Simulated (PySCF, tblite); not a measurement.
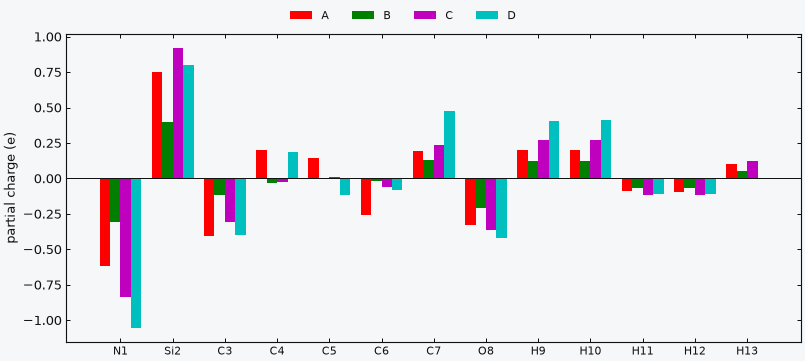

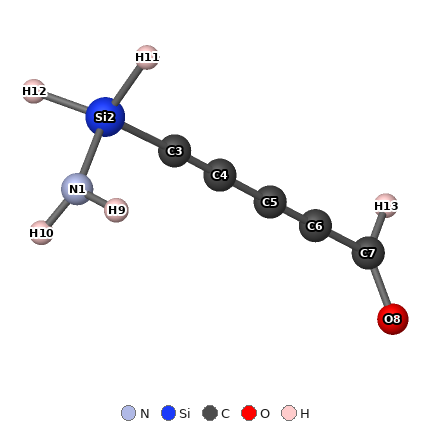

Atomic charges of C₅H₅NOSi, SMILES N[SiH2]C#CC#CC=O by 4 schemes, PBE0/pcSseg-1, PySCF, at a GFN2-xTB geometry (a minimum by its frequencies).

**The schemes are ESP fit, Hirshfeld, IAO and Mulliken. Which series is which?**

A: Mulliken (N1 −0.62 e); B: Hirshfeld (N1 −0.31 e); C: IAO (N1 −0.83 e); D: ESP fit (N1 −1.05 e).

Known limits of this run: the tight-binding geometry is rougher than a DFT one and adds to the error.
